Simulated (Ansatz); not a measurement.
Run report: InF4 (charge −1), geometry relaxation

System: InF4, charge −1.
Method: RKS PBE0-D4/def2-SVPD (Ansatz 0.2.0).

The geometry: GFN2-xTB start. Figures and captions count atoms from 1; the log counts them from 0 in places.

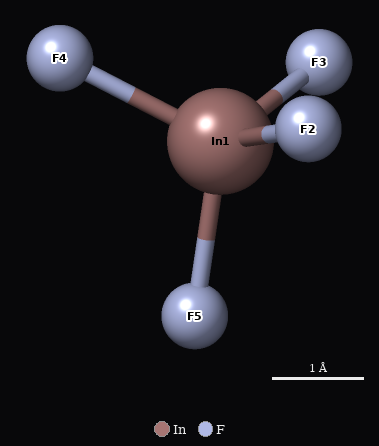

The structure as given in the input (ball-and-stick view, seen at a tilt; atoms are numbered from 1 in the order of the input). Sticks mark near contacts. Bond lengths as drawn: F–In 2.00 Å.

**Key numbers**

- outcome: converged
- total energy: −16029.6855 eV
- mean-field energy: −16029.6123 eV
- dispersion energy: −0.0732 eV
- HOMO: −5.75 eV
- LUMO: 2.51 eV
- largest force (length of the vector) at the end: 0.005 eV/Å
- hardware: 4 threads of Arm Neoverse V2, 23 GiB of memory available, shared host
- wall time: 3.2 s (CPU time 12 s)
- peak memory: 0.28 GiB

**Input file**
```yaml
crystal:
  periodic: [false, false, false]
  atoms:
    - {symbol: In, position_ang: [0.000130, 0.000030, -0.000230]}
    - {symbol: F, position_ang: [0.011710, -0.018510, 1.997580]}
    - {symbol: F, position_ang: [1.879690, 0.010550, -0.674860]}
    - {symbol: F, position_ang: [-0.949890, 1.634030, -0.646770]}
    - {symbol: F, position_ang: [-0.941640, -1.626110, -0.675720]}
basis:
  gaussian: {orbitals: def2-SVPD}
total_charge: -1
hamiltonian: {xc: pbe0, dispersion: d4}
scf: {lower_state_search: "off"}
output: {orbitals: {seedname: orbitals}}
relax: {f_tol: 0.02, max_steps: 100}
```

Launched with:
```bash
ansatz run in.yaml --threads 4 --pin off --events-out ev --progress --plain --max-ram 3916MiB
```

**What the program printed**
```
Functional definition: PBE0
  name "PBE0"
  cite "Adamo & Barone, J. Chem. Phys. 110, 6158 (1999) doi:10.1063/1.478522"
  cite "Perdew, Burke & Ernzerhof, Phys. Rev. Lett. 77, 3865 (1996) doi:10.1103/PhysRevLett.77.3865"
  parent pbe
  parameter a = 0.25
  parameter kappa = 0.804
  parameter beta = 0.06672455060314922
  exchange = (1 - a)*pbe_x(kappa = kappa, mu = beta*pi^2/3) + a*exact_x
  correlation = pbe_c(beta = beta)
these checks for a lower state are left out or cut short: stability, starts, cluster_reference, orbital_swaps, neighbouring_geometries, increment
1372 factors; integrals over basis functions are off by at most 5.8e-5 eV
mean field evaluation 1: about -16027.8583 eV, gradient 3.0e1 eV
mean field evaluation 2: about -16025.3786 eV, gradient 5.2e1 eV
mean field evaluation 4: about -16029.5667 eV, gradient 4.1e-1 eV
mean field evaluation 8: about -16029.6111 eV, gradient 3.3e-2 eV
mean field evaluation 16: about -16029.6111 eV, gradient 2.6e-7 eV
mean field -16029.61113106 eV, -589.0773438059 hartree, gradient 2.8e-7 eV, S^2 0.000000; 0 other end points of the search recorded, 0 dependent functions left out
the calculation of the forces begins
reference -16029.61117038 eV, -589.0773452508 hartree; 29, 29 occupied and 95, 95 virtual orbitals, 1372 factors
relax step   1: F+E_penalty+E_count = -16029.68444702 eV  Δ(F+E_penalty+E_count) = +0.000e0 eV  max|allowed force component| = 9.897e-2 eV/Å  Δτ_max = 0.0000 Å  (14 SCF iters, accepted)
these checks for a lower state are left out or cut short: stability, starts, cluster_reference, orbital_swaps, neighbouring_geometries, increment
1372 factors; integrals over basis functions are off by at most 5.8e-5 eV
mean field -16029.61228742 eV, -589.0773863014 hartree, gradient 1.5e-6 eV, S^2 0.000000; 0 other end points of the search recorded, 0 dependent functions left out
the calculation of the forces begins
reference -16029.61232674 eV, -589.0773877464 hartree; 29, 29 occupied and 95, 95 virtual orbitals, 1372 factors
relax step   2: F+E_penalty+E_count = -16029.68544005 eV  Δ(F+E_penalty+E_count) = -9.930e-4 eV  max|allowed force component| = 4.346e-3 eV/Å  Δτ_max = 0.0053 Å  (20 SCF iters, accepted)
Total energy: -16029.68547937 eV, -589.0800760559 hartree
Atom 0 at     0.000038    -0.000051    -0.000096 Å, force    -0.001011     0.001878     0.002870 eV/Å
Atom 1 at     0.011195    -0.018217     2.002068 Å, force    -0.000408     0.000006     0.001720 eV/Å
Atom 2 at     1.884204     0.010754    -0.676951 Å, force     0.004342    -0.000087    -0.002180 eV/Å
Atom 3 at    -0.951627     1.638157    -0.647740 Å, force    -0.001012     0.002549    -0.000769 eV/Å
Atom 4 at    -0.943809    -1.630654    -0.677281 Å, force    -0.001911    -0.004346    -0.001642 eV/Å
Dipole moment:     0.000122    -0.000176    -0.000321 e Å
Checks for a lower state left out: stability, starts, cluster_reference, orbital_swaps, neighbouring_geometries, increment
```

**Trajectory as extended XYZ (Å, eV, eV/Å), 2 frames, from step=1 to step=2**
```
5
Properties=species:S:1:pos:R:3:forces:R:3 step=1 energy=-16029.68445
In    0.0001    0.0000   -0.0002   -0.0044   0.0090   0.0130
F     0.0117   -0.0185    1.9976   -0.0003  -0.0001   0.0898
F     1.8797    0.0106   -0.6749    0.0990   0.0010  -0.0366
F    -0.9499    1.6340   -0.6468   -0.0441   0.0783  -0.0300
F    -0.9416   -1.6261   -0.6757   -0.0501  -0.0881  -0.0363
5
Properties=species:S:1:pos:R:3:forces:R:3 step=2 energy=-16029.68544
In    0.0000   -0.0001   -0.0001   -0.0010   0.0019   0.0029
F     0.0112   -0.0182    2.0021   -0.0004   0.0000   0.0017
F     1.8842    0.0108   -0.6770    0.0043  -0.0001  -0.0022
F    -0.9516    1.6382   -0.6477   -0.0010   0.0025  -0.0008
F    -0.9438   -1.6307   -0.6773   -0.0019  -0.0043  -0.0016
```

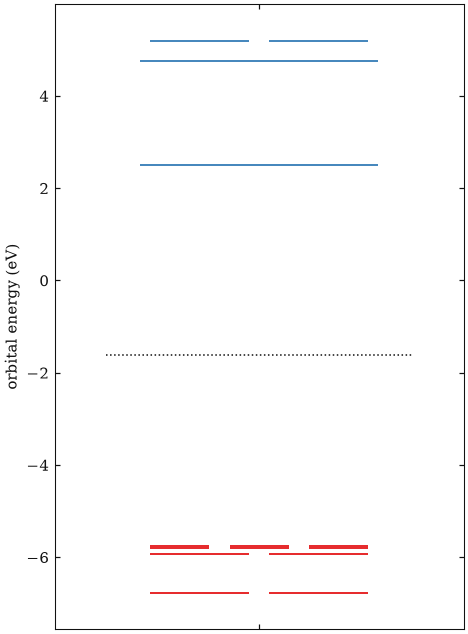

Orbital energies near the frontier; the dotted line parts filled from empty levels, and levels within 0.02 eV of each other stand side by side. Highest filled −5.75 eV, lowest empty 2.51 eV, 8.26 eV apart.
